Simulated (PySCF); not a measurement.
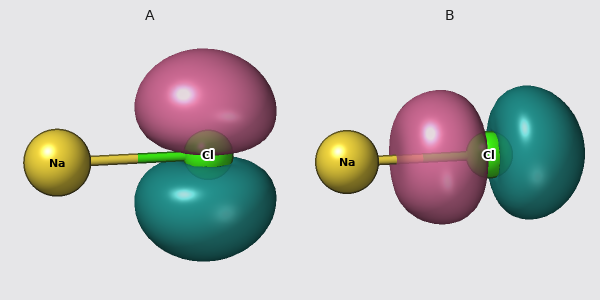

The picture shows: NaCl. Two frontier orbitals, each drawn at the value that holds 80 % of its norm (teal and pink are the two phases), in no order; of a degenerate pair one member is drawn.

All numbers below come from PBE0/aug-cc-pVDZ(-PP), non-relativistic Hamiltonian with scalar-relativistic core potentials where named, at a bond length of 2.387 Å in PySCF.

**Label each orbital by symmetry, say whether it is occupied, and order them by energy.**

Orbital B: σ, occupied, −6.96 eV; mainly on Cl (90 %).
Orbital A: π, occupied, −6.46 eV; mainly on Cl (95 %).
